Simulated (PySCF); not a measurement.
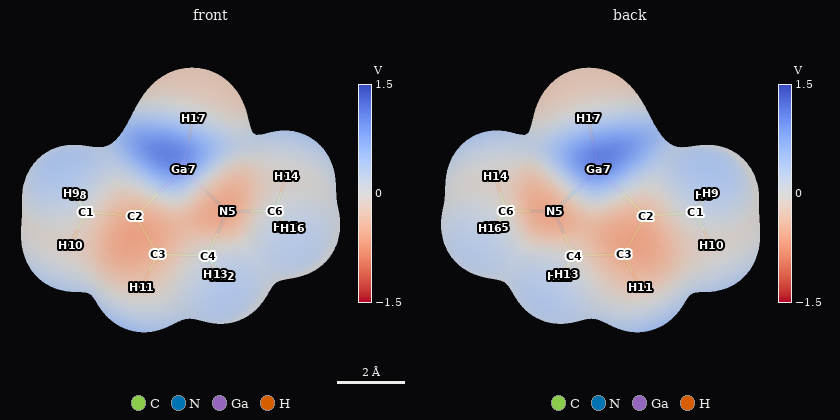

*C5H10GaN. The electrostatic potential painted on the density surface at 0.001 e/bohr³, seen from the front and from behind; red is negative and blue positive.*

Geometry: GFN2-xTB.

The calculation used wB97X-D/def2-SVPD, SCF density, gas phase in PySCF.

```yaml
atoms:
  - { symbol: C, position_ang: [2.9128, -0.5152, 0.4934] }
  - { symbol: C, position_ang: [1.4388, -0.2589, 0.3968] }
  - { symbol: C, position_ang: [0.8340, 0.2962, -0.6546] }
  - { symbol: C, position_ang: [-0.6547, 0.5249, -0.6926] }
  - { symbol: N, position_ang: [-1.2993, 0.0754, 0.5266] }
  - { symbol: C, position_ang: [-2.7317, 0.2698, 0.5412] }
  - { symbol: Ga, position_ang: [-0.0555, -0.6140, 1.6788] }
  - { symbol: H, position_ang: [3.1024, -1.5810, 0.6312] }
  - { symbol: H, position_ang: [3.3341, 0.0084, 1.3534] }
  - { symbol: H, position_ang: [3.4257, -0.1813, -0.4093] }
  - { symbol: H, position_ang: [1.3691, 0.6161, -1.5431] }
  - { symbol: H, position_ang: [-1.0677, -0.0018, -1.5688] }
  - { symbol: H, position_ang: [-0.8394, 1.5989, -0.8583] }
  - { symbol: H, position_ang: [-3.1261, -0.0958, 1.4909] }
  - { symbol: H, position_ang: [-2.9944, 1.3316, 0.4395] }
  - { symbol: H, position_ang: [-3.2201, -0.2802, -0.2748] }
  - { symbol: H, position_ang: [-0.4348, -1.1811, 3.0894] }
```

**Which sites attract a positive test charge, and which a negative one?**

A positive charge is drawn to the negative regions and a negative charge to the positive ones. The most negative region (about −0.6 V) lies over C2, C3 and N5, the most positive (about +1.0 V) over Ga7.
